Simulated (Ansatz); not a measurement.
C$_{4}$H$_{9}$Cl (SMILES CC(C)(C)Cl)

The calculation's input:

```
crystal:
  periodic: [false, false, false]
  atoms:
    - {symbol: C, position_ang: [-1.744406, 0.501138, 0.800960]}
    - {symbol: C, position_ang: [-0.233139, 0.630374, 0.963440]}
    - {symbol: C, position_ang: [0.509570, -0.515239, 0.283037]}
    - {symbol: C, position_ang: [0.272556, 1.990928, 0.494199]}
    - {symbol: Cl, position_ang: [0.129879, 0.512024, 2.775569]}
    - {symbol: H, position_ang: [-2.100529, -0.464326, 1.188537]}
    - {symbol: H, position_ang: [-2.008255, 0.566442, -0.267998]}
    - {symbol: H, position_ang: [-2.267913, 1.305326, 1.337970]}
    - {symbol: H, position_ang: [0.169389, -1.487763, 0.667276]}
    - {symbol: H, position_ang: [0.321302, -0.484400, -0.803319]}
    - {symbol: H, position_ang: [1.593470, -0.435673, 0.450353]}
    - {symbol: H, position_ang: [1.354710, 2.088076, 0.663491]}
    - {symbol: H, position_ang: [-0.237038, 2.805697, 1.028647]}
    - {symbol: H, position_ang: [0.076802, 2.105969, -0.585158]}
basis:
  gaussian:
    orbitals: def2-SVPD
hamiltonian:
  xc: pbe0
output: {forces: true, orbitals: {seedname: orbitals}}
```

Command:

```sh
ansatz run input.yaml --threads 2 --pin off --max-ram 4350MiB --events-out events.jsonl --progress --plain --runs-dir runs
```

Geometry: B3LYP-D3(BJ)/def2-SVP.

Theory: isolated molecule in a Gaussian basis; Kohn-Sham density functional theory, functional PBE0 in Ansatz 0.2.0.

### What can the converged electron density and electron localisation function tell about the bonding?

C–C (1.53 Å): ρ is about 1.7 e/Å³ halfway; the ELF peaks at about 0.95 between the atoms, as expected for a covalent bond.
C–H (1.10 Å): ρ is about 1.9 e/Å³ halfway; the ELF climbs to about 1 towards the hydrogen, as it does in any bond to H; a covalent bond by its length.

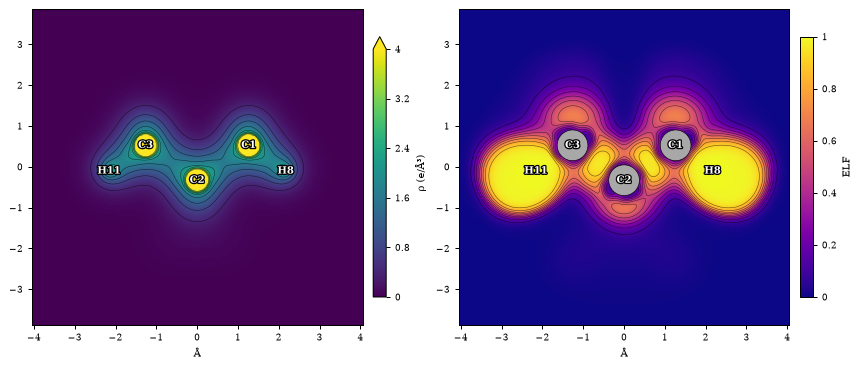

Computed electron density and electron localisation function on the plane of atoms C1, C2 and C3, in this order. Grey discs cover the atomic cores in the ELF map. 
